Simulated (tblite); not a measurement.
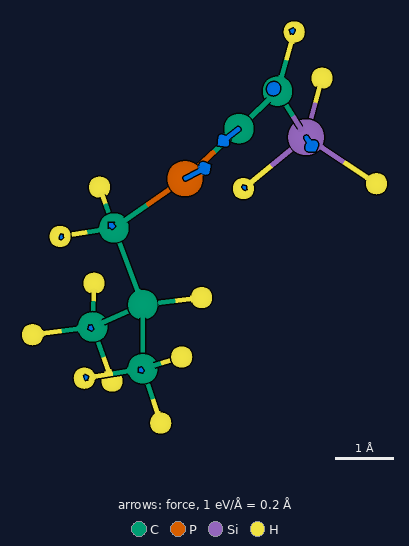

Starting geometry of C₆H₁₃PSi with the computed forces as blue arrows. A ball-and-stick model, seen from a free direction.

All numbers below come from GFN2-xTB geometry optimisation, gas phase in tblite. 

What follows when this structure is relaxed?

Answer. It isn't relaxed: the largest force vector, on the P atom, is 4.26 eV/Å. The final displacements have little in common with the starting forces (cosine between the two patterns 0.06). The atom that moves furthest after the best rigid fit is an H atom (2.17 Å). Largest moves by element: H 2.17 Å, C 0.89 Å, Si 0.74 Å, P 0.29 Å. Near-neighbour distances that change, for instance: C–P 1.832 → 1.641 Å, C–Si 1.805 → 1.892 Å, H–Si 1.495 → 1.467 Å, C–H 1.106 → 1.089 Å. Bond angles that change, for instance: P–C–C 178.2° → 173.3°, C–Si–H 110.5° → 107.4°, C–C–Si 121.0° → 123.8°. Groups turn about C–Si by about 85°, C–P by about 25°. Over 204 geometry steps the energy falls by 108.9 kJ/mol. Cost: 1.5 s on 1 thread of Arm Neoverse V2 (shared host).
